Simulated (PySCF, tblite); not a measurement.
# H₆O₆SSi₂, a fragment of a glass network (dimer): NMR shifts, core binding energies and electronic excitations, part 2 of 2

tblite 0.8.0 and PySCF 2.14.0. Atoms count from 0, parts from 1. Earlier steps stand in the parts before.

## 5. Core-electron binding energies: SCAN, X2C

The job: settings as JSON, then the geometry in Å.

```
{"job": {"kind": "xps", "holes": 5}, "charge": 0, "multiplicity": 1}
O      0.757280    -1.515675    -1.196364
Si     1.446528    -0.190494    -0.536130
O      2.882779     0.188301    -1.233400
O      1.770164    -0.492475     1.071181
S      0.091934     1.472446    -0.642116
Si    -1.467382     0.406749     0.378523
O     -0.919223    -0.139770     1.817164
O     -1.907807    -0.893293    -0.568806
O     -2.808679     1.339051     0.533634
H     -0.216919    -1.538746    -1.164347
H      2.917971     0.183694    -2.194305
H      2.516707    -0.011897     1.444380
H      0.039214    -0.313767     1.858796
H     -2.616169    -0.725868    -1.199616
H     -2.807356     1.993298     1.238382
```

Level: delta-SCF UKS SCAN, pcX-2 on the ionised atom, pcseg-1 elsewhere, spin-free X2C.

The log of the run:

```text
ground state, core basis on atom 4 (S), 210 functions
  cycle   1  E = -1434.34505912  |g| = 1.50e+00
  cycle   2  E = -1433.49591136  |g| = 2.58e+00
  cycle   3  E = -1434.74320538  |g| = 2.49e-01
  cycle   4  E = -1434.75877981  |g| = 9.33e-02
  cycle   5  E = -1434.76032768  |g| = 3.28e-02
  cycle   6  E = -1434.76053916  |g| = 1.16e-02
  cycle   7  E = -1434.76056264  |g| = 3.27e-03
  cycle   8  E = -1434.76056470  |g| = 8.27e-04
  cycle   9  E = -1434.76056008  |g| = 1.66e-04
  E(ground) = -1434.85004269 Eh
hole in S 2p of atom 4
  cycle   1  E = -1428.08653093  |g| = 1.53e+00
  cycle   2  E = -1427.82983929  |g| = 1.41e+00
  cycle   3  E = -1428.39930970  |g| = 5.55e-01
  cycle   4  E = -1428.52827606  |g| = 1.62e-01
  cycle   5  E = -1428.53569522  |g| = 5.68e-02
  cycle   6  E = -1428.53683001  |g| = 3.31e-02
  cycle   7  E = -1428.53722285  |g| = 9.35e-03
  cycle   8  E = -1428.53725522  |g| = 3.01e-03
  cycle   9  E = -1428.53726010  |g| = 6.40e-04
  cycle  10  E = -1428.53725939  |g| = 1.94e-04
  E(ion) = -1428.63378784 Eh   <S^2> = 0.7534   hole on atom = 1.001   binding energy = 169.153 eV
  2p3/2 = 168.850 eV   2p1/2 = 170.084 eV
ground state, core basis on atom 5 (Si), 210 functions
  cycle   1  E = -1434.73568438  |g| = 2.93e-01
  cycle   2  E = -1434.73553293  |g| = 7.50e-02
  cycle   3  E = -1434.73532474  |g| = 7.30e-02
  cycle   4  E = -1434.73645175  |g| = 1.62e-02
  cycle   5  E = -1434.73650146  |g| = 3.07e-03
  cycle   6  E = -1434.73650269  |g| = 4.83e-04
  E(ground) = -1434.79724788 Eh
hole in Si 2p of atom 5
  cycle   1  E = -1430.40428247  |g| = 1.25e+00
  cycle   2  E = -1429.92093275  |g| = 1.44e+00
  cycle   3  E = -1430.59999222  |g| = 4.71e-01
  cycle   4  E = -1430.71700735  |g| = 1.09e-01
  cycle   5  E = -1430.72084669  |g| = 6.60e-02
  cycle   6  E = -1430.72251635  |g| = 2.12e-02
  cycle   7  E = -1430.72268365  |g| = 4.64e-03
  cycle   8  E = -1430.72269074  |g| = 2.26e-03
  cycle   9  E = -1430.72269358  |g| = 7.24e-04
  cycle  10  E = -1430.72269373  |g| = 2.74e-04
  E(ion) = -1430.79433662 Eh   <S^2> = 0.7513   hole on atom = 1.003   binding energy = 108.925 eV
  2p3/2 = 108.705 eV   2p1/2 = 109.330 eV
ground state, core basis on atom 6 (O), 199 functions
  cycle   1  E = -1434.64694315  |g| = 1.03e-01
  cycle   2  E = -1434.64606181  |g| = 8.49e-02
  cycle   3  E = -1434.64679386  |g| = 5.73e-02
  cycle   4  E = -1434.64736959  |g| = 6.62e-03
  cycle   5  E = -1434.64737972  |g| = 1.34e-03
  cycle   6  E = -1434.64737774  |g| = 4.05e-04
  E(ground) = -1434.74787541 Eh
hole in O 1s of atom 6
  cycle   1  E = -1414.03643037  |g| = 2.22e+00
  cycle   2  E = -1413.43942138  |g| = 2.25e+00
  cycle   3  E = -1414.74672413  |g| = 5.10e-01
  cycle   4  E = -1414.79205847  |g| = 3.56e-01
  cycle   5  E = -1414.85406339  |g| = 6.83e-02
  cycle   6  E = -1414.85514820  |g| = 4.09e-02
  cycle   7  E = -1414.85581554  |g| = 5.53e-03
  cycle   8  E = -1414.85582802  |g| = 2.59e-03
  cycle   9  E = -1414.85583162  |g| = 8.93e-04
  cycle  10  E = -1414.85583104  |g| = 6.51e-04
  cycle  11  E = -1414.85583115  |g| = 9.18e-05
  E(ion) = -1414.95769200 Eh   <S^2> = 0.7616   hole on atom = 1.000   binding energy = 538.518 eV
ground state, core basis on atom 7 (O), 199 functions
  cycle   1  E = -1434.64513360  |g| = 1.28e-01
  cycle   2  E = -1434.64137690  |g| = 1.70e-01
  cycle   3  E = -1434.64637532  |g| = 3.82e-02
  cycle   4  E = -1434.64663301  |g| = 7.14e-03
  cycle   5  E = -1434.64664325  |g| = 1.86e-03
  cycle   6  E = -1434.64664390  |g| = 4.15e-04
  E(ground) = -1434.74702792 Eh
hole in O 1s of atom 7
  cycle   1  E = -1414.01524807  |g| = 2.22e+00
  cycle   2  E = -1411.85647549  |g| = 2.60e+00
  cycle   3  E = -1414.48787913  |g| = 7.83e-01
  cycle   4  E = -1414.75945842  |g| = 3.61e-01
  cycle   5  E = -1414.81658886  |g| = 1.75e-01
  cycle   6  E = -1414.82869898  |g| = 6.71e-02
  cycle   7  E = -1414.83027712  |g| = 1.57e-02
  cycle   8  E = -1414.83038323  |g| = 5.05e-03
  cycle   9  E = -1414.83039508  |g| = 1.72e-03
  cycle  10  E = -1414.83039647  |g| = 1.10e-03
  cycle  11  E = -1414.83039575  |g| = 1.68e-04
  E(ion) = -1414.93193107 Eh   <S^2> = 0.7615   hole on atom = 1.000   binding energy = 539.196 eV
ground state, core basis on atom 8 (O), 199 functions
  cycle   1  E = -1434.64708652  |g| = 1.22e-01
  cycle   2  E = -1434.64422835  |g| = 1.50e-01
  cycle   3  E = -1434.64803246  |g| = 4.01e-02
  cycle   4  E = -1434.64831365  |g| = 7.85e-03
  cycle   5  E = -1434.64832146  |g| = 1.82e-03
  cycle   6  E = -1434.64832216  |g| = 4.25e-04
  E(ground) = -1434.74812150 Eh
hole in O 1s of atom 8
  cycle   1  E = -1414.02300987  |g| = 2.22e+00
  cycle   2  E = -1411.85091475  |g| = 2.59e+00
  cycle   3  E = -1414.51147112  |g| = 8.07e-01
  cycle   4  E = -1414.77580420  |g| = 3.82e-01
  cycle   5  E = -1414.82265382  |g| = 1.63e-01
  cycle   6  E = -1414.83086614  |g| = 6.56e-02
  cycle   7  E = -1414.83284754  |g| = 1.47e-02
  cycle   8  E = -1414.83295355  |g| = 5.87e-03
  cycle   9  E = -1414.83296783  |g| = 2.20e-03
  cycle  10  E = -1414.83297016  |g| = 9.13e-04
  cycle  11  E = -1414.83297039  |g| = 1.84e-04
  E(ion) = -1414.93320424 Eh   <S^2> = 0.7612   hole on atom = 1.000   binding energy = 539.191 eV
```

Run time: 71 s. Hardware: 1 thread of Arm Neoverse V1, shared host; peak memory 0.79 GiB.

Binding energies by hole, beside the orbital energy of the ground state; the difference holds orbital relaxation and, for a density functional, its self-interaction error:

| hole | stands for | environment | ΔSCF (eV; 2p as the shell's mean) | −ε (eV) | ⟨S²⟩ |
| --- | --- | --- | --- | --- | --- |
| S2p on S4 | S4 | sulfur bonded to 2 Si | 169.26 | 157.9 | 0.753 |
| Si2p on Si5 | Si1, Si5 | silicon bonded to 3 O, S | 108.91 | 98.0 | 0.751 |
| O1s on O6 | O0, O6 | oxygen bonded to Si, H | 538.52 | 516.8 | 0.762 |
| O1s on O7 | O3, O7 | oxygen bonded to Si, H | 539.20 | 517.4 | 0.761 |
| O1s on O8 | O2, O8 | oxygen bonded to Si, H | 539.19 | 517.2 | 0.761 |

Each hole run stands for the others of its class of like atoms.

With the spin-orbit splitting: S4 2p3/2 168.85, 2p1/2 170.08 eV; Si5 2p3/2 108.71, 2p1/2 109.33 eV. The table gives each 2p level as the mean over the whole 2p shell (two parts 2p3/2, one part 2p1/2), which differs a little from the single hole in the log.

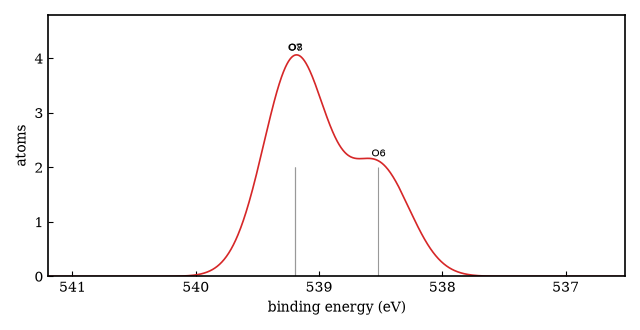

The O1s photoelectron lines, weighted by the number of atoms. Lines are broadened to a width of 0.60 eV (Gaussian).

## 6. Excited states and response: CAM-B3LYP/def2-SVPD

The job, as its differences from that of step 5:

```diff
@@ -1,2 +1,2 @@
-{"job": {"kind": "xps", "holes": 5}, "charge": 0, "multiplicity": 1}
+{"job": {"kind": "uv", "xc": "CAM-B3LYP", "basis": "def2-SVPD", "nstates": 6, "ntriplets": 2, "ip": true}, "charge": 0, "multiplicity": 1}
 O      0.757280    -1.515675    -1.196364
```

With the program's defaults for keys left out, this is: TDDFT CAM-B3LYP/def2-SVPD, vertical, gas phase, core orbitals frozen in the response.

The log of the run:

```text
coarse grid: 15112 points
cycle   1  E = -1431.1840060180  dE =  1.450e+00  |g| = 1.465e+00  |ddm| = 5.642e+00
cycle   2  E = -1430.9660109977  dE =  2.180e-01  |g| = 1.854e+00  |ddm| = 4.948e+00
cycle   3  E = -1431.5824386666  dE = -6.164e-01  |g| = 9.965e-02  |ddm| = 2.587e+00
cycle   4  E = -1431.5846232839  dE = -2.185e-03  |g| = 4.160e-02  |ddm| = 2.473e-01
cycle   5  E = -1431.5850393579  dE = -4.161e-04  |g| = 1.187e-02  |ddm| = 8.048e-02
cycle   6  E = -1431.5850628441  dE = -2.349e-05  |g| = 4.979e-03  |ddm| = 1.674e-02
cycle   7  E = -1431.5850677947  dE = -4.951e-06  |g| = 7.781e-04  |ddm| = 6.976e-03
final grid: 135080 points
cycle   8  E = -1431.7943187363  dE = -3.816e-05  |g| = 1.817e-03  |ddm| = 5.515e-02
cycle   9  E = -1431.7943191697  dE = -4.334e-07  |g| = 1.746e-03  |ddm| = 5.768e-03
cycle  10  E = -1431.7943196935  dE = -5.238e-07  |g| = 4.204e-04  |ddm| = 1.846e-03
cycle  11  E = -1431.7943197343  dE = -4.082e-08  |g| = 6.202e-05  |ddm| = 7.736e-04
cycle  12  E = -1431.7943197354  dE = -1.132e-09  |g| = 1.914e-05  |ddm| = 1.986e-04
cycle  13  E = -1431.7943197355  dE = -9.777e-11  |g| = 1.115e-05  |ddm| = 4.306e-05
converged SCF energy = -1431.7943197355

Static polarisability (au): isotropic 87.802, principal 79.891 82.226 101.288

Singlet excitations
state   eV       nm        f      main configurations
  1   6.4379    192.6   0.04456   H->L 0.92
  2   7.0366    176.2   0.00006   H->L+5 0.61, H->L+2 0.16, H->L+9 0.10
  3   7.0874    174.9   0.00351   H->L+3 0.38, H->L+4 0.31, H->L+8 0.13
  4   7.4092    167.3   0.00268   H->L+1 0.91
  5   7.8099    158.8   0.03683   H->L+3 0.38, H->L+4 0.24, H->L+6 0.18
  6   7.8232    158.5   0.09351   H-1->L 0.84

Triplet excitations (Tamm-Dancoff, eV): 6.1877 6.7010
Vertical ionisation energy (delta-SCF) = 9.8372 eV
```

Run time: 3.8 min. Hardware: 1 thread of Arm Neoverse V1, shared host; peak memory 1.3 GiB.

Frontier orbitals and where they lie:

| orbital | eV | atoms |
| --- | --- | --- |
| HOMO−3 | -11.23 | O0 30 %, O6 29 %, O3 12 % |
| HOMO−2 | -10.62 | S4 31 %, O2 16 %, O8 16 % |
| HOMO−1 | -10.37 | S4 55 %, O0 9 %, O6 9 % |
| HOMO | -9.03 | S4 74 %, Si1 5 %, Si5 5 % |
| LUMO | 0.15 | Si5 17 %, Si1 17 %, S4 14 % |
| LUMO+1 | 0.77 | S4 19 %, O8 11 %, O2 11 % |
| LUMO+2 | 1.21 | S4 26 %, O3 12 %, O7 11 % |

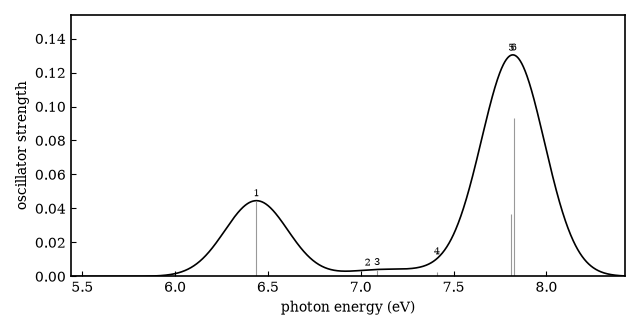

Absorption spectrum from the 6 singlet states computed; above the last one it falls off for lack of states. Lines are broadened to a width of 0.40 eV (Gaussian).

Ground-state properties from the same run:

| property | computed |
| --- | --- |
| dipole moment (D) | 1.95 |
| polarisability (Å³) | 13.01 |
| HOMO–LUMO gap (eV) | 9.18 |
| −ε(HOMO) (eV) | 9.03 |

## 7. Results

This closing draws on all 2 parts.

```
                                                                     quantity                               value
                                                                  point group                                  C2
                                         rotational constants (main isotopes)                1.81, 0.70, 0.69 GHz
  $^{1}$H shifts against TMS (PBE0/pcSseg-1, means over atoms taken as alike)                5.49, 2.18, 2.16 ppm
 $^{17}$O shifts against H2O (PBE0/pcSseg-1, means over atoms taken as alike)                97.6, 75.5, 61.0 ppm
$^{29}$Si shifts against TMS (PBE0/pcSseg-1, means over atoms taken as alike)                           -35.3 ppm
                                  $^{33}$S shifts against CS2 (PBE0/pcSseg-1)                            -185 ppm
                                             O1s binding energies, SCAN/pcX-2  O7 539.20, O8 539.19, O6 538.52 eV
                                             S2p binding energies, SCAN/pcX-2                        S4 169.26 eV
                                            Si2p binding energies, SCAN/pcX-2                       Si5 108.91 eV
                                         lowest singlet (CAM-B3LYP/def2-SVPD)         6.44 eV (193 nm), f = 0.045
                                     brightest single state of those computed         state 6, 7.82 eV, f = 0.094
                                                               lowest triplet                             6.19 eV
                                            vertical ionisation energy (ΔSCF)                             9.84 eV
```

In words: The start of the PBE0/def2-SVP relaxation was shaken at random by about 0.01 Å, so part of the energy gained, and of the first lengths quoted, undoes that. Over 13 steps the energy fell by 0.290 eV; of the close pairs, O6–H12 changed most, 0.920 to 0.975 Å (PBE0/def2-SVP). At PBE0/pcSseg-1: Shielding is most anisotropic at S4 (span 104 ppm, paramagnetic term -383 ppm). At SCAN/pcX-2: The O1s levels kept as sound span 0.68 eV, from O6 (oxygen bonded to Si, H) up to O7 (oxygen bonded to Si, H). The first singlet state (HOMO→LUMO 0.92) lies at 6.44 eV and is weak; of the 6 states computed, the strongest absorption comes from states 5 to 6 together at 7.82 eV (the last computed, so partners may be missing). The lowest triplet lies 0.25 eV below the lowest singlet (triplets in Tamm-Dancoff, singlets in full TDDFT). The orbital energy would give 9.03 eV for ionisation, ΔSCF gives 9.84 eV. A capped cluster stands for the solid here, so long-range fields and strain are missing, and bands or shifts of the capping hydrogens have no counterpart in it.
